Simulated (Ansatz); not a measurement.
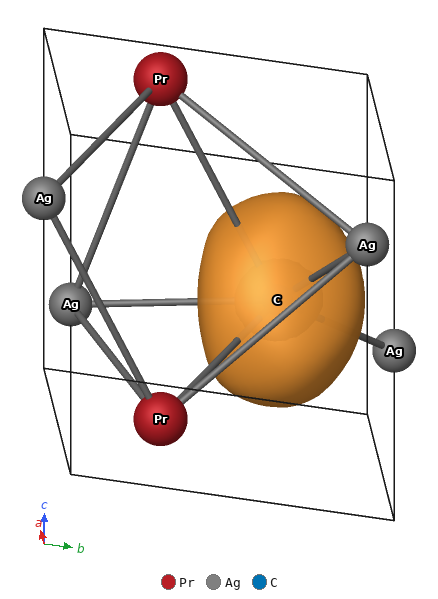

Figure. PrAgC. Isosurface of the ELF at 0.65 (orange), seen at an oblique angle. Only the valence region is drawn (cores and ρ < 0.01 e/Å³ removed). Sticks mark near contacts.

Space group P-6m2; a structure generated by program, which may or may not match a known phase; computed without spin polarisation; no Hubbard U on the f states and no spin–orbit coupling.

Theory: DFT PBE, scalar-relativistic, plane waves, PAW; 4f electrons in the core of a trivalent norm-conserving potential (Ansatz 0.2.0).

In a pseudopotential calculation such maps are meaningful between the atoms, not at the nuclei.

Where are the electrons localised?

Answer. The surface consists of one region wrapped around C (its valence shell), counted in one cell of 3 atoms. Any copies at cell faces, edges or corners count once. Along the contacts the grid gives the following. Ag–C (2.30 Å): the ELF peaks at about 0.80 in the valence shell of C, 0.7 Å from its nucleus, and is about 0.20 at the midpoint. Pr–Ag (3.03 Å): the ELF is about 0.15 at the midpoint (no localised pair shows between them).
